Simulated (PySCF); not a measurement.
**[PbS2]-: doublet, from a bent start**

The task is one start of a wider search on [PbS2]-: the doublet, from a bent start. It is relaxed, tested by its Hessian and followed downhill if it is a saddle.

Computed with PySCF 2.14.0. Level: PBE0, basis Pb def2-TZVPD with ECP60, S def2-TZVPD, scalar-relativistic core potentials, no spin–orbit coupling, density fitting.

### 1 Where the work starts

3 atoms, charge -1, spin multiplicity 2.

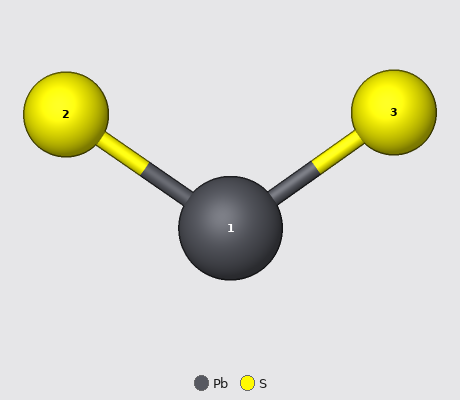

Start geometry, drawn with lead dark grey, sulfur yellow; atoms are numbered from 1 in the order of the file.

Z-matrix (Å, degrees; charge -1 multiplicity 2):
```
Pb
S  1 2.2900
S  1 2.2900 2 110.00
```

### 2 Relaxation: bent start, doublet

The steps below are one call of a driver around PySCF. For each, scf.py gives the equivalent set-up of the SCF; relaxations use the driver's own optimiser. Before each start the driver seeks the lowest SCF state from one or more starting densities and follows internal instabilities, so scf.py alone need not reach the same state.

The program finds C2v symmetry in the start, which this walk keeps. The walk stops when the largest gradient is under 0.0003 Eh/bohr and the energy has settled too.

File scf.py:

```python
from pyscf import gto, scf, dft
mol = gto.M(atom='''
Pb     0.000000     0.000000    -0.308879
S      1.875900    -0.000000     1.004621
S     -1.875900     0.000000     1.004621''',
    basis={'Pb': 'def2-TZVPD', 'S': 'def2-TZVPD'},
    ecp={'Pb': 'def2-TZVPD'},
    charge=-1, spin=1)
mf = dft.UKS(mol, xc='PBE0')
mf.grids.atom_grid = (50, 194)
aux = {'Pb': 'def2-universal-JKFIT', 'S': 'def2-universal-JKFIT'}
mf = mf.density_fit(auxbasis=aux)
mf.kernel()
```

Steps of the walk:

```tsv
step	energy (Eh)	change (kJ/mol)	largest symmetric gradient (Eh/bohr)
0	-989.101629	0.00	0.03634
1	-989.111397	-25.65	0.01031
2	-989.113841	-32.06	0.00595
3	-989.114514	-33.83	0.00561
4	-989.114771	-34.51	0.00337
5	-989.114888	-34.81	0.00065
6	-989.114892	-34.82	0.00004
```

The walk took 26 s on 8 threads, shared host.

Positions (Å) and forces (eV/Å) along the way:

```
step 0
Pb   0.000   0.000  -0.309   0.001   0.000  -1.334
S    1.876   0.000   1.005   1.868   0.000   0.666
S   -1.876   0.000   1.005  -1.869   0.000   0.668
step 1
Pb   0.000   0.000  -0.284   0.000   0.000   0.029
S    2.000   0.000   0.992   0.530   0.000  -0.015
S   -2.000   0.000   0.992  -0.530   0.000  -0.015
step 3
Pb   0.000   0.000  -0.176   0.002   0.000   0.288
S    2.142   0.000   0.938  -0.141   0.000  -0.145
S   -2.142   0.000   0.938   0.139   0.000  -0.144
step 6
Pb   0.000   0.000  -0.123   0.001   0.000   0.000
S    2.162   0.000   0.912  -0.003   0.000   0.000
S   -2.162   0.000   0.912   0.001   0.000   0.000
```

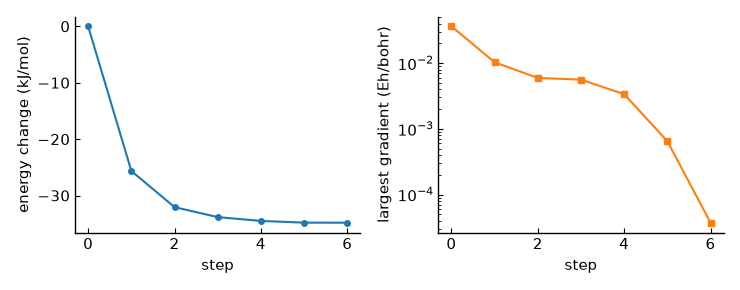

How energy and gradient fall.

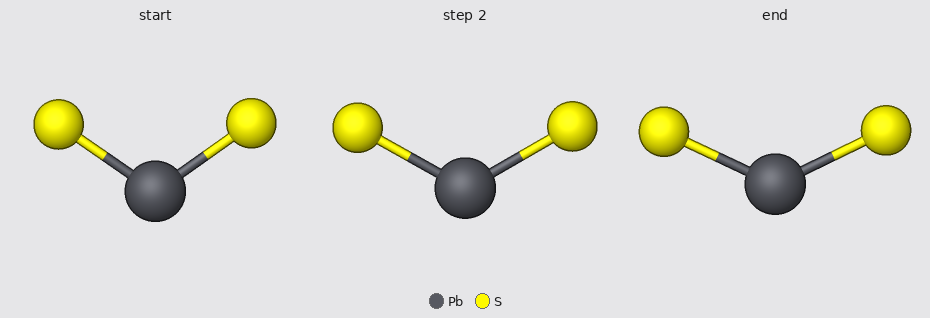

The geometry along the walk, at one scale.

After 6 steps and 34.8 kJ/mol it ends at C2v: Pb–S 2.397 Å (×2); S–Pb–S 128.9°.

### 3 Vibrations and properties at this point

The point is checked on the finer grid, and tightened if its gradient asks for it. The Hessian and the dipole derivatives come from central differences of analytic gradients, with steps of 0.01 bohr.

Changes to scf.py since step 2:

```diff
@@ -3,3 +3,3 @@
-Pb     0.000000     0.000000    -0.308879
-S      1.875900    -0.000000     1.004621
-S     -1.875900     0.000000     1.004621''',
+Pb    -0.000000    -0.000000    -0.244909
+S      2.160890     0.000000     0.791899
+S     -2.160890     0.000000     0.791899''',
@@ -10 +10 @@
-mf.grids.atom_grid = (50, 194)
+mf.grids.atom_grid = (75, 302)
```

This SCF starts from the last density.

SCF at the final geometry:

```text
init E= -989.114861600894
[... the frontier-level lines of each cycle are left out ...]
cycle= 1 E= -989.114861588889  delta_E= 1.2e-08  |g|= 0.000137  |ddm|= 0.000196
cycle= 2 E= -989.114861491189  delta_E= 9.77e-08  |g|= 0.00039  |ddm|= 0.000554
cycle= 3 E= -989.114861602601  delta_E= -1.11e-07  |g|= 1.03e-05  |ddm|= 0.000411
cycle= 4 E= -989.114861602675  delta_E= -7.44e-11  |g|= 9.99e-07  |ddm|= 1.25e-05
Extra cycle  E= -989.114861602675  delta_E= 2.27e-13  |g|= 1.12e-06  |ddm|= 3.27e-06
converged SCF energy = -989.114861602675  <S^2> = 0.76165943  2S+1 = 2.0116256
```

The whole step took 37 s.

Geometry: C2v; Pb–S 2.397 Å (×2); S–Pb–S 128.7°.

Modes, for the most abundant isotopes:

```tsv
symmetry	ω (cm⁻¹)	IR (km/mol)	μ (u)
a1	94	9.7	37.81
b2	324	67.6	38.48
a1	332	12.5	33.47
```

All wavenumbers are real: a minimum.

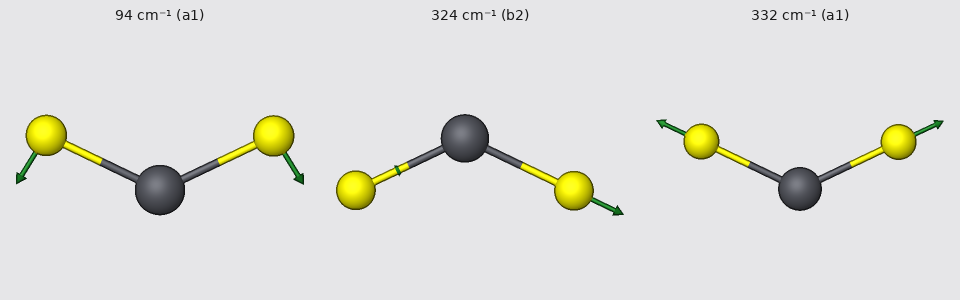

Displacements of 3 of the modes, as arrows (one member where a mode is degenerate).

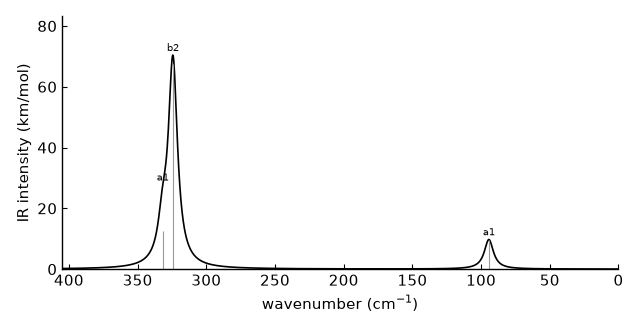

The harmonic infrared spectrum (widths in cm⁻¹). Lines are broadened to a width of 8 cm⁻¹ (Lorentzian).

Constants and moments:

- Dipole moment about the centre of mass: 4.17 D
- Highest occupied level: -1.61 eV
- Lowest empty level: 0.72 eV
- Rotational constants: 0.3206, 0.05646, 0.04801 cm⁻¹
- Zero-point energy: 4.5 kJ/mol
- Principal polarisabilities: 89.6, 108.2, 206.7 bohr³
- Principal traceless quadrupole moments about the centre of mass: -28.08, 10.84, 17.24 D Å
- Entropy at 298.15 K and 1 bar (electronic part: spin only): 317.4 J/(mol K)
- Heat capacity Cp at 298.15 K: 55.0 J/(mol K)
- Enthalpy at 298.15 K above 0 K: 13.90 kJ/mol
- Rotational symmetry number: 2
- Spin squared ⟨S²⟩: 0.762

Charges (e) and bond orders:

| atom | Mulliken | Löwdin | polar tensor | spin (Mulliken) | Mayer order to Pb1 |
| --- | --- | --- | --- | --- | --- |
| Pb1 | 0.50 | 0.06 | 0.45 | 0.19 | – |
| S2,3 | -0.75 | -0.53 | -0.73 | 0.41 | 1.38 |

Mulliken populations on Pb1 (outside its core potential): s 3.77, p 7.55, d 10.13, f 0.05.

### 4 Outcome

| quantity | value |
| --- | --- |
| minimum | doublet, C2v |
| geometry | Pb–S 2.397 Å (×2); S–Pb–S 128.7° |
| wavenumbers (cm⁻¹) | 94 (a1), 324 (b2), 332 (a1) |
| dipole moment (centre of mass) | 4.17 D |
| highest occupied, lowest empty level (either spin) | -1.61, 0.72 eV |
| polar-tensor charge of Pb1 | +0.45 e |
| zero-point energy | 4.5 kJ/mol |
| entropy at 298.15 K | 317.4 J/(mol K) |
| ⟨S²⟩ | 0.762 |

The bent start keeps its C2v symmetry and ends in a minimum. In the infrared the band at 324 cm⁻¹ (b2, stretch) leads. Only this shape and spin were tried, so other structures or states may lie lower. Spin–orbit coupling, left out here, can matter for elements this heavy.

The search up to here took 76 s.
